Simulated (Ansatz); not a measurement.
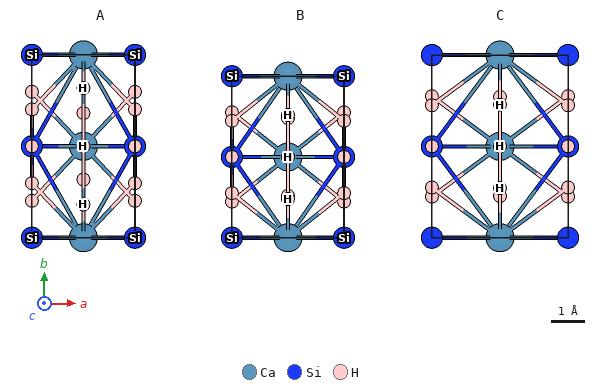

3 geometries from one relaxation of solid CaSiH6 (built on the LaYMg6-38 type type), in shuffled order. A ball-and-stick model of the conventional cell (2 times the calculation's cell), seen along the c axis. Lengths and directions refer to the drawn axes.

Method: Ansatz, DFT, PBEsol, plane waves, PAW. (plane-wave cutoff 420 eV; k-point mesh 6 × 4 × 4; occupations fermi dirac; smearing width 0.03 eV; no spin polarisation; cell and atoms relaxed; force threshold 0.01 eV/Å; at most 120 steps)

> Order the frames from highest to lowest energy.

C, B, A. They are steps 0, 4, 17, at +615 meV per atom, +52.2 meV per atom relative to the last. The largest moves relative to the cell, 0.53 Å, are those of H atoms. Largest moves by element: H 0.53 Å, Si 0.44 Å, Ca 0.18 Å. The volume changes by −40.2 %, with a 4.144 → 3.136 Å (−24.3 %), b 5.560 → 5.565 Å (+0.1 %), c 9.025 → 7.118 Å (−21.1 %). Some distances before and after: H–Si 2.643 → 1.588 Å, Ca–Ca 4.144 → 3.136 Å, H–Si 2.630 → 1.873 Å, Ca–Si 3.898 → 3.290 Å. Bond angles that change, for instance: Si–Ca–Si 74.4° → 59.0°, Ca–Si–Ca 74.4° → 59.0°. The space group stays Amm2 (No. 38). After 15 accepted moves (17 points after the start) the energy has fallen by 615 meV per atom. Largest force component: 0.48 eV/Å at the start, 0.0013 eV/Å at the end. Pressure: −14.13 GPa at the start and 0.00 GPa at the end. At 2 points the geometry stayed and the basis and grid were re-selected for the new cell (energy shift of 1.1 meV per atom at most each time). Cost: 43 s on 4 threads of Intel(R) Xeon(R) Processor @ 2.50GHz (Skylake/Cascade Lake), with other jobs on the host, peak memory 0.47 GiB.
